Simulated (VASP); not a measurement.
# G0W0 gap of SnO2 (Cassiterite) against strain, part 2 of 5

Wanted: the deformation potential of the gap of SnO2 (Cassiterite), from G0W0. The cell is of the rutile type, one of the forms listed for this formula. The start is a cell from a database of measured crystal structures.

VASP 6.6.1, plane waves and PAW; the level of theory is named at each step.

So far. Step 2 (Relaxation): At PBE, with these data sets, the largest force is down to 1.8e-4 eV/Å.

## 3. Ground state

This step: r2SCAN; plane waves and PAW (Sn_d_GW, O_GW) (VASP 6.6.1).

The orbitals come from a self-consistent r2SCAN run with a tight EDIFF and a narrow smearing. KPOINTS_OPT adds the bands along a path, which shows whether the mesh holds the band edges.

Input file INCAR:

```
SYSTEM = SnO2
PREC = Accurate
ENCUT = 440
EDIFF = 1E-08
NELM = 100
ISMEAR = 0
SIGMA = 0.01
LREAL = .FALSE.
ALGO = Normal
METAGGA = R2SCAN
LASPH = .TRUE.
NBANDS = 32
LORBIT = 11
LWAVE = .TRUE.
LCHARG = .FALSE.
KPAR = 8
```

Input file POSCAR:

```
SnO2
1.0
    4.7380000000      0.0000000000      0.0000000000
    0.0000000000      4.7380000000      0.0000000000
    0.0000000000      0.0000000000      3.1865000000
Sn O
2 4
Direct
    0.5000000000      0.5000000000      0.5000000000
    0.0000000000      0.0000000000      0.0000000000
    0.8053213668      0.1946786332      0.5000000000
    0.6946786332      0.6946786332      0.0000000000
    0.1946786332      0.8053213668      0.5000000000
    0.3053213668      0.3053213668      0.0000000000
```

Input file KPOINTS:

```
Automatic mesh
0
Gamma
4 4 4
0 0 0
```

Input file KPOINTS_OPT:

```
Line mode
12
Line-mode
Reciprocal
  0.00000000   0.00000000   0.00000000 GAMMA
  0.00000000   0.50000000   0.00000000 X

  0.00000000   0.50000000   0.00000000 X
  0.50000000   0.50000000   0.00000000 M

  0.50000000   0.50000000   0.00000000 M
  0.00000000   0.00000000   0.00000000 GAMMA

  0.00000000   0.00000000   0.00000000 GAMMA
  0.00000000   0.00000000   0.50000000 Z

  0.00000000   0.00000000   0.50000000 Z
  0.00000000   0.50000000   0.50000000 R

  0.00000000   0.50000000   0.50000000 R
  0.50000000   0.50000000   0.50000000 A

  0.50000000   0.50000000   0.50000000 A
  0.00000000   0.00000000   0.50000000 Z

  0.00000000   0.50000000   0.00000000 X
  0.00000000   0.50000000   0.50000000 R

  0.50000000   0.50000000   0.00000000 M
  0.50000000   0.50000000   0.50000000 A
```

The projector-augmented-wave data sets are Sn_d_GW and O_GW (PBE family, release 64).

Launch:

```bash
mpirun -np 8 vasp_std
```

The program printed:

```text
[banner, memory and clock lines left out]
running    8 mpi-ranks, on    1 nodes
 distrk:  each k-point on    1 cores,    8 groups
 distr:  one band on    1 cores,    1 groups

 POSCAR found type information on POSCAR SnO
 POSCAR found :  2 types and       6 ions
 [... a notice as in an earlier step ...]

|                                                                             |
|               ----> ADVICE to this user running VASP <----                  |
|                                                                             |
|     You enforced a specific xc type in the INCAR file but a different       |
|     [... a line on the potential file left out ...]
|     I HOPE YOU KNOW WHAT YOU ARE DOING!                                     |
|                                                                             |

 LDA part: xc-table for (None), standard interpolation
 POSCAR, INCAR and KPOINTS ok, starting setup
 FFT: planning ... GRIDC
 FFT: planning ... GRID_SOFT
 FFT: planning ... GRID
 WAVECAR not read
 entering main loop
       N       E                     dE             d eps       ncg     rms          rms(c)
DAV:   1     0.508191529327E+03    0.50819E+03   -0.19603E+04  1832   0.978E+03
DAV:   2    -0.270956374361E+02   -0.53529E+03   -0.51631E+03  2304   0.166E+03
DAV:   3    -0.101365737981E+03   -0.74270E+02   -0.73834E+02  2280   0.340E+02
DAV:   4    -0.104160726339E+03   -0.27950E+01   -0.27867E+01  1952   0.518E+01
DAV:   5    -0.104257928600E+03   -0.97202E-01   -0.97108E-01  1904   0.155E+01    0.303E+01
DAV:   6    -0.843312266651E+02    0.19927E+02   -0.12735E+01  2032   0.329E+02    0.145E+01
DAV:   7    -0.847619819285E+02   -0.43076E+00   -0.60586E+00  2240   0.444E+01    0.121E+01
DAV:   8    -0.848989295013E+02   -0.13695E+00   -0.38686E-01  2192   0.191E+01    0.162E+01
DAV:   9    -0.847737518694E+02    0.12518E+00   -0.59957E-01  2064   0.348E+01    0.410E+00
DAV:  10    -0.847726084011E+02    0.11435E-02   -0.60993E-02  2120   0.276E+00    0.194E+00
DAV:  11    -0.847716213113E+02    0.98709E-03   -0.20588E-03  2240   0.169E+00    0.157E+00
DAV:  12    -0.847704142565E+02    0.12071E-02   -0.36736E-03  2016   0.292E+00    0.379E-01
DAV:  13    -0.847703720355E+02    0.42221E-04   -0.79027E-04  2224   0.279E-01    0.222E-01
DAV:  14    -0.847703234300E+02    0.48605E-04   -0.10077E-04  2224   0.418E-01    0.102E-01
DAV:  15    -0.847703129286E+02    0.10501E-04   -0.27062E-05  2200   0.181E-01    0.226E-03
DAV:  16    -0.847703136847E+02   -0.75611E-06   -0.24432E-06  1984   0.131E-02    0.659E-04
DAV:  17    -0.847703140116E+02   -0.32685E-06   -0.41511E-08  1328   0.451E-03    0.428E-04
DAV:  18    -0.847703140758E+02   -0.64191E-07   -0.80613E-09   960   0.391E-03    0.732E-04
DAV:  19    -0.847703140874E+02   -0.11649E-07   -0.46405E-09   992   0.204E-03    0.447E-04
DAV:  20    -0.847703140999E+02   -0.12424E-07   -0.28025E-09   960   0.195E-03    0.334E-04
DAV:  21    -0.847703141004E+02   -0.51296E-09   -0.21538E-09   960   0.149E-03
   1 F= -.84770314E+02 E0= -.84770314E+02  d E =-.897973E-80
 Start KPOINTS_OPT (optional k-point list driver)
k-point batch [1-18\108]
       N       E                     dE             ncg
DAV:   1     0.378105318925E+04   -0.63311E+04     1792
DAV:   2    -0.588017754276E+04   -0.96612E+04     2288
DAV:   3    -0.744613590437E+04   -0.15660E+04     2304
DAV:   4    -0.751370003625E+04   -0.67564E+02     1928
DAV:   5    -0.751633418561E+04   -0.26341E+01     1880
DAV:   6    -0.751647812646E+04   -0.14394E+00     1928
DAV:   7    -0.751648572115E+04   -0.75947E-02     1776
DAV:   8    -0.751648596863E+04   -0.24748E-03     2008
DAV:   9    -0.751648598666E+04   -0.18032E-04     1760
DAV:  10    -0.751648598711E+04   -0.45415E-06     1552
DAV:  11    -0.751648598716E+04   -0.42000E-07     1056
DAV:  12    -0.751648598716E+04   -0.56589E-08      928
[...]
k-point batch [91-108\108]
       N       E                     dE             ncg
DAV:   1     0.372544135725E+04   -0.24797E+05     1792
DAV:   2    -0.606841203004E+04   -0.97939E+04     2296
DAV:   3    -0.758505908277E+04   -0.15166E+04     2280
DAV:   4    -0.764989199323E+04   -0.64833E+02     2048
DAV:   5    -0.765198996687E+04   -0.20980E+01     1800
DAV:   6    -0.765210392116E+04   -0.11395E+00     2048
DAV:   7    -0.765210770381E+04   -0.37826E-02     1744
DAV:   8    -0.765210792738E+04   -0.22357E-03     2072
DAV:   9    -0.765210793506E+04   -0.76844E-05     1768
DAV:  10    -0.765210793537E+04   -0.30210E-06     1416
DAV:  11    -0.765210793539E+04   -0.20173E-07     1096
DAV:  12    -0.765210793539E+04   -0.15752E-08      976
 writing wavefunctions
```

The job ended after 49 s (8 MPI ranks of Intel Xeon 6975P-C (Granite Rapids), shared host; peak memory 1.7 GiB; 6 min of CPU time).

OUTCAR, selected parts (step 3):

```text
 Found     18 irreducible k-points:

   k-points           NKPTS =     18   k-points in BZ     NKDIM =     18   number of bands    NBANDS=     32

   dimension x,y,z NGX =    32 NGY =   32 NGZ =   24
   dimension x,y,z NGXF=    64 NGYF=   64 NGZF=   48

   ENCUT  =  440.0 eV  32.34 Ry    5.69 a.u.   8.10  8.10  5.45*2*pi/ulx,y,z

   NELECT =      52.0000    total number of electrons

 E-fermi :   4.0485

 k-point     1 :       0.0000    0.0000    0.0000
  band No.  band energies     occupation
    ...
     22       2.7003      2.00000
     23       2.7003      2.00000
     24       3.1269      2.00000
     25       3.1269      2.00000
     26       3.9162      2.00000
     27       5.8120      0.00000
     28      10.8588      0.00000
     29      11.0146      0.00000
     30      11.0146      0.00000
     31      15.0771      0.00000
    ...

 k-point     2 :       0.2500    0.0000    0.0000
  band No.  band energies     occupation
    ...
     22       2.2982      2.00000
     23       2.7174      2.00000
     24       2.7438      2.00000
     25       3.1720      2.00000
     26       3.6328      2.00000
     27       7.0792      0.00000
     28      10.3650      0.00000
     29      11.2896      0.00000
     30      11.4835      0.00000
     31      15.6528      0.00000
    ...

  Total       -0.3050846     -0.3050846      0.1738467     -0.0000000      0.0000000      0.0000000
  in kB       -6.8332415     -6.8332415      3.8937933     -0.0000000      0.0000000      0.0000000
  external PRESSURE =      -3.2575633 kB  Pullay stress =       0.0000000 kB

  energy-cutoff  :      440.00
  volume of cell :       71.53
      direct lattice vectors                 reciprocal lattice vectors
     4.738000000  0.000000000  0.000000000     0.211059519  0.000000000  0.000000000
     0.000000000  4.738000000  0.000000000     0.000000000  0.211059519  0.000000000
     0.000000000  0.000000000  3.186500000     0.000000000  0.000000000  0.313823945

 POSITION                                       TOTAL-FORCE (eV/Angst)
 -----------------------------------------------------------------------------------
      2.36900      2.36900      1.59325         0.000000      0.000000     -0.000000
      0.00000      0.00000      0.00000         0.000000      0.000000     -0.000000
      3.81561      0.92239      1.59325         0.026778     -0.026778     -0.000000
      3.29139      3.29139      0.00000        -0.026778     -0.026778     -0.000000
      0.92239      3.81561      1.59325        -0.026778      0.026778      0.000000
      1.44661      1.44661      0.00000         0.026778      0.026778      0.000000
 -----------------------------------------------------------------------------------
    total drift:                                0.000000     -0.000000     -0.000000

  FREE ENERGIE OF THE ION-ELECTRON SYSTEM (eV)
  ---------------------------------------------------
  free  energy   TOTEN  =       -84.7703141004 eV

  energy  without entropy=      -84.7703141004  energy(sigma->0) =      -84.77031410

 total charge
# of ion       s       p       d       f       tot
--------------------------------------------------
    1        0.548   0.961  10.505   0.193  12.207
    2        0.548   0.961  10.505   0.193  12.207
    3        1.544   3.509   0.000   0.000   5.053
    4        1.544   3.509   0.000   0.000   5.053
    5        1.544   3.509   0.000   0.000   5.053
    6        1.544   3.509   0.000   0.000   5.053
--------------------------------------------------
tot          7.274  15.957  21.009   0.386  44.626

[... 3 parts as in an earlier step ...]

[... 7 further parts left out ...]
```

The PAW data sets were made with PBE, which is usual practice but a small mismatch for other functionals.

Numbers from this step:

* free energy (TOTEN): -84.7703 eV
* Fermi energy: 4.048 eV
* pressure: -0.3258 GPa
* least gap on mesh and path: 1.896 eV
* least direct gap on mesh and path: 1.896 eV

The highest empty bands on the path are converged less tightly, to about 0.1 eV. The electronic bands at the labelled points (eV, zero at the valence-band top; v1 is the highest filled band, c1 the lowest empty one):

```csv
point,v4,v3,v2,v1,c1,c2,c3,c4
Γ,-1.22,-0.79,-0.79,0.00,1.90,6.94,7.10,7.10
X,-1.17,-1.17,-0.63,-0.63,5.12,5.12,7.88,7.88
M,-1.30,-1.30,-0.94,-0.94,5.58,5.58,8.31,8.31
Γ,-1.22,-0.79,-0.79,0.00,1.90,6.94,7.10,7.10
Z,-1.70,-1.70,-1.28,-1.28,6.99,6.99,10.61,10.61
R,-1.13,-1.13,-0.68,-0.68,7.27,7.27,8.93,8.93
A,-0.96,-0.96,-0.87,-0.87,5.59,5.59,9.72,9.72
Z,-1.70,-1.70,-1.28,-1.28,6.99,6.99,10.61,10.61
jump to X,-1.17,-1.17,-0.63,-0.63,5.12,5.12,7.88,7.88
R,-1.13,-1.13,-0.68,-0.68,7.27,7.27,8.93,8.93
jump to M,-1.30,-1.30,-0.94,-0.94,5.58,5.58,8.31,8.31
A,-0.96,-0.96,-0.87,-0.87,5.59,5.59,9.72,9.72
```

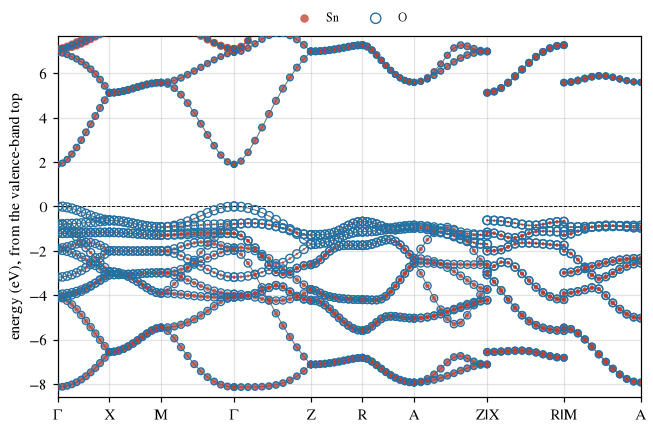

Electronic bands along the path; dots are coloured as in the legend, and their area grows with the weight.

The cell has a gap of 1.90 eV on mesh and path. Spin-orbit coupling is left out, which can shift or reorder these edges.

## 4. Empty bands

The next step needs empty bands that the ground-state run didn't converge, so the Hamiltonian is diagonalised exactly for NBANDS bands, in a single step. LOPTICS writes the k-derivatives of the orbitals (WAVEDER), which give the long-wavelength limit of the screening.

Input file INCAR:

```
SYSTEM = SnO2
PREC = Accurate
ENCUT = 440
ISMEAR = 0
SIGMA = 0.01
LREAL = .FALSE.
METAGGA = R2SCAN
LASPH = .TRUE.
NBANDS = 216
ALGO = Exact
NELM = 1
LWAVE = .TRUE.
LCHARG = .FALSE.
LOPTICS = .TRUE.
NEDOS = 1000
CSHIFT = 0.1
```

POSCAR is that of step 3.

KPOINTS is that of step 3.

Launch:

```bash
mpirun -np 8 vasp_std
```

The program printed:

```text
[banner, memory and clock lines left out]
running    8 mpi-ranks, on    1 nodes
 distrk:  each k-point on    8 cores,    1 groups
 distr:  one band on    1 cores,    8 groups

 POSCAR found type information on POSCAR SnO
 POSCAR found :  2 types and       6 ions
 [... a notice as in an earlier step ...]

 [... a notice as in an earlier step ...]

 LDA part: xc-table for (None), standard interpolation
 found WAVECAR, reading the header
  number of bands has changed, file:    32 present:   216
  trying to continue reading WAVECAR, but it might fail
 POSCAR, INCAR and KPOINTS ok, starting setup
 FFT: planning ... GRIDC
 FFT: planning ... GRID_SOFT
 FFT: planning ... GRID
 reading WAVECAR
 random initialization beyond band           32
 the WAVECAR file was read successfully
 initial charge from wavefunction
 entering main loop
       N       E                     dE             d eps       ncg     rms          rms(c)
DIA:   1    -0.847703141145E+02   -0.84770E+02    0.00000E+00     0   0.000E+00
   1 F= -.84770314E+02 E0= -.84770314E+02  d E =-.170219E-13
 writing wavefunctions
 optical routines
 imaginary and real dielectric function
 direction            1
 direction            2
 direction            3
```

Run time: 25 s. Hardware: 8 MPI ranks; peak memory 2.2 GiB; 3.1 min of CPU time.

From OUTCAR (step 4):

```text
 Found     18 irreducible k-points:

   k-points           NKPTS =     18   k-points in BZ     NKDIM =     18   number of bands    NBANDS=    216

   NELECT =      52.0000    total number of electrons

 E-fermi :   3.9635

 k-point     1 :       0.0000    0.0000    0.0000
  band No.  band energies     occupation
    ...
     22       2.7004      2.00000
     23       2.7004      2.00000
     24       3.1269      2.00000
     25       3.1269      2.00000
     26       3.9162      2.00000
     27       5.8120      0.00000
     28      10.8588      0.00000
     29      11.0146      0.00000
     30      11.0146      0.00000
     31      15.0771      0.00000
    ...

 k-point     2 :       0.2500    0.0000    0.0000
  band No.  band energies     occupation
    ...
     22       2.2983      2.00000
     23       2.7174      2.00000
     24       2.7438      2.00000
     25       3.1721      2.00000
     26       3.6328      2.00000
     27       7.0792      0.00000
     28      10.3651      0.00000
     29      11.2896      0.00000
     30      11.4835      0.00000
     31      15.6528      0.00000
    ...

  Total       -0.3048633     -0.3048633      0.1739928     -0.0000000      0.0000000      0.0000000
  in kB       -6.8282860     -6.8282860      3.8970674     -0.0000000      0.0000000      0.0000000
  external PRESSURE =      -3.2531682 kB  Pullay stress =       0.0000000 kB

 POSITION                                       TOTAL-FORCE (eV/Angst)
 -----------------------------------------------------------------------------------
      2.36900      2.36900      1.59325         0.000000     -0.000000      0.000000
      0.00000      0.00000      0.00000         0.000000     -0.000000      0.000000
      3.81561      0.92239      1.59325         0.026774     -0.026774      0.000000
      3.29139      3.29139      0.00000        -0.026774     -0.026774      0.000000
      0.92239      3.81561      1.59325        -0.026774      0.026774      0.000000
      1.44661      1.44661      0.00000         0.026774      0.026774     -0.000000
 -----------------------------------------------------------------------------------
    total drift:                                0.000000     -0.000000     -0.000000

  FREE ENERGIE OF THE ION-ELECTRON SYSTEM (eV)
  ---------------------------------------------------
  free  energy   TOTEN  =       -84.7703141145 eV

  energy  without entropy=      -84.7703141145  energy(sigma->0) =      -84.77031411

 plasma frequency squared (from intraband transitions) (eV^2)
  --------------------------------------------------------------------------------------
       0.000      -0.000       0.000
      -0.000       0.000       0.000
       0.000       0.000       0.000

[... 10 parts as in an earlier step ...]

[... 3 further parts left out ...]
```

WAVECAR now holds 216 bands for 52 electrons. Its independent-particle dielectric tensor has xx, yy, zz = 4.0, 4.0, 4.4 on this mesh, which isn't tested for convergence in mesh or bands and lacks local fields.

(Part 2 of 5 ends here.)

[Lines on the potential files, build, host, timing and source positions are cut from VASP's logs without a mark.]

[Logs are printed without paths, hosts, clocks, repeated set-up lines and the standing remarks that a program may print on its own settings, such as how far it seeks lower states.]

[Hosts, paths, dates, database ids (printed as entryN), source tags and the programs' standing remarks are cut or masked in the printed files.]

[Pressures printed for these runs are not shown converged in the cutoff: they can be off by several GPa and have the wrong sign.]
